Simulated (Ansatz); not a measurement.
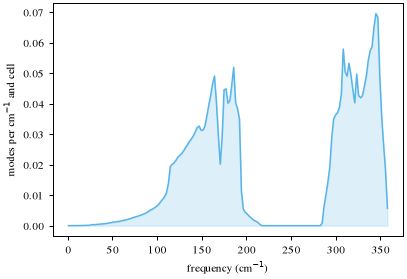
Figure: Phonon density of states of AlRu (CsCl type, Pm-3m), 2 atoms a cell, plane-wave PAW r²SCAN (Ansatz code)

**Question.** Estimate the mean frequency and the zero-point energy.

**Answer.** The mean is about 240 cm⁻¹, and (3/2)ħ⟨ω⟩ gives 44.5 meV/atom.

**Question.** What share of the Dulong–Petit heat capacity is reached at 100 K and at 300 K?

**Answer.** 44 % and 89 %.

The r²SCAN relaxation kept the symmetry of its start; phonons on a q-mesh show no instability. No spin polarisation was allowed. As this level gives no gap, phonon frequencies hold no LO–TO term and depend on the k-mesh and smearing (Fermi–Dirac, 0.1 eV here). Scalar-relativistic: spin–orbit coupling is off unless named, which matters more the heavier the elements.

Potentials: the later of the program's two PAW sets.
